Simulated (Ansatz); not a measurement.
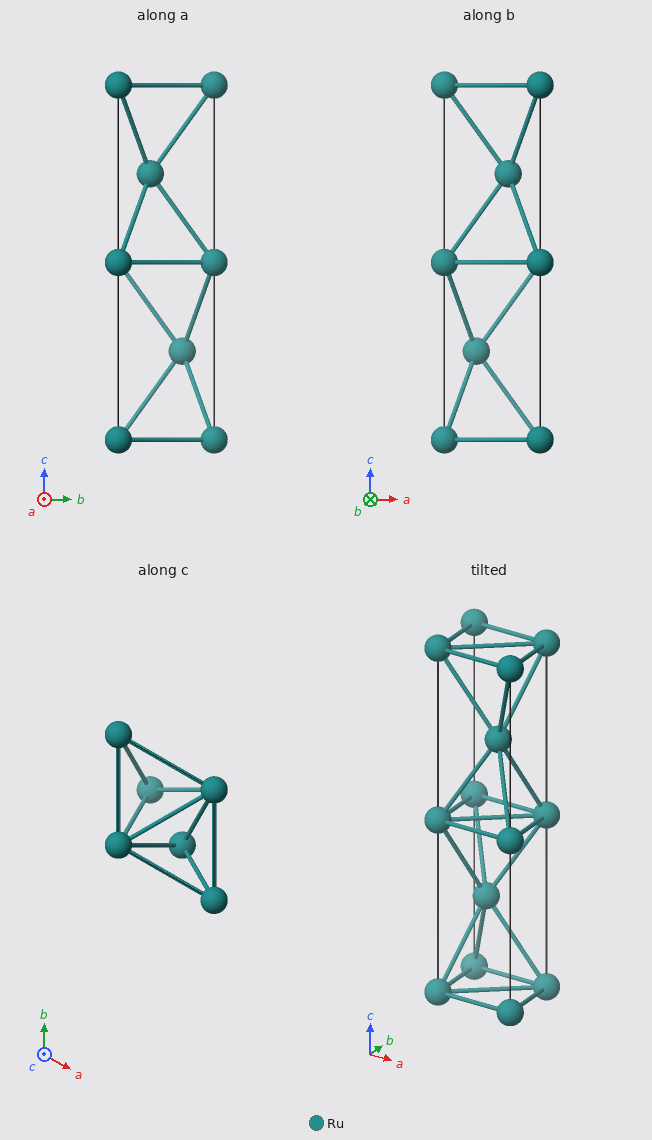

View along the a axis, along the b axis, along the c axis and slightly off an axis, drawn as a ball-and-stick model. The parallelepiped is the conventional unit cell.

Lattice parameters: a = 2.710 Å, b = 2.710 Å, c = 8.701 Å, α = 90.00°, β = 90.00°, γ = 120.00°. Put a along x and b in the xy plane.

Question: Record the structure as a POSCAR file.

Answer:
```
Ru
1.0
     2.710    0.000    0.000
    -1.355    2.347    0.000
     0.000    0.000    8.701
Ru
4
Direct
  0.0000 0.0000 0.0000
  0.0000 0.0000 0.5000
  0.3333 0.6667 0.2500
  0.6667 0.3333 0.7500
```

Provenance: a structure type filled with this element by a generator (whether the element takes this form wasn't checked). Earlier steps of the study may have refined or changed the cell and positions. Ansatz was used for an electronic-structure calculation on it.
